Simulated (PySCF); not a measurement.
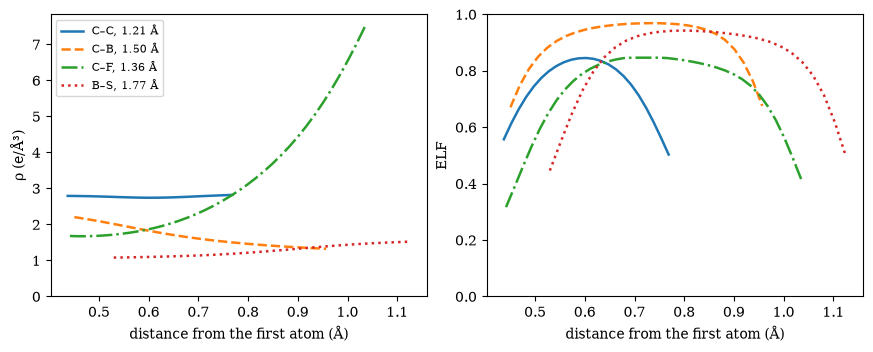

Figure. C$_{3}$H$_{5}$B$_{2}$FS$_{2}$. Total electron density and electron localisation function along straight lines between neighbouring atoms. The curves leave out the atomic cores.

Geometry: GFN2-xTB.

Method: PySCF 2.14.0, B3LYP/def2-SVPD, SCF density, gas phase.

```yaml
atoms:
  - { symbol: B, position_ang: [2.6272, -1.8926, -0.3174] }
  - { symbol: S, position_ang: [2.4036, -0.1419, -0.2810] }
  - { symbol: B, position_ang: [0.6102, 0.1788, -0.2113] }
  - { symbol: C, position_ang: [0.1517, 1.6082, -0.2008] }
  - { symbol: C, position_ang: [-0.2628, 2.7404, -0.2003] }
  - { symbol: S, position_ang: [-0.6122, -1.1396, -0.1250] }
  - { symbol: C, position_ang: [-2.1868, -0.2117, -0.1078] }
  - { symbol: F, position_ang: [-2.4379, 0.3696, -1.3094] }
  - { symbol: H, position_ang: [1.7091, -2.6133, -0.2978] }
  - { symbol: H, position_ang: [3.7286, -2.2738, -0.3598] }
  - { symbol: H, position_ang: [-0.6039, 3.7350, -0.2037] }
  - { symbol: H, position_ang: [-2.9799, -0.9365, 0.0891] }
  - { symbol: H, position_ang: [-2.1513, 0.5779, 0.6461] }
```

What can be read from the curves?

Answer. C–C (1.21 Å): the density is about 2.7 e/Å³ at the midpoint; the ELF peaks at about 0.85 between the atoms (a multiple bond).
C–B (1.50 Å): ρ is about 1.5 e/Å³ halfway; the ELF peaks at about 0.95 between the atoms: localised, covalent bonding.
C–F (1.36 Å): ρ at the midpoint is about 2.2 e/Å³, with its minimum of 1.7 e/Å³ about 0.5 Å from C; the ELF peaks at about 0.85 between the atoms: a polar covalent bond.
B–S (1.77 Å): the density is about 1.3 e/Å³ at the midpoint; the ELF peaks at about 0.95 between the atoms (a covalent bond).
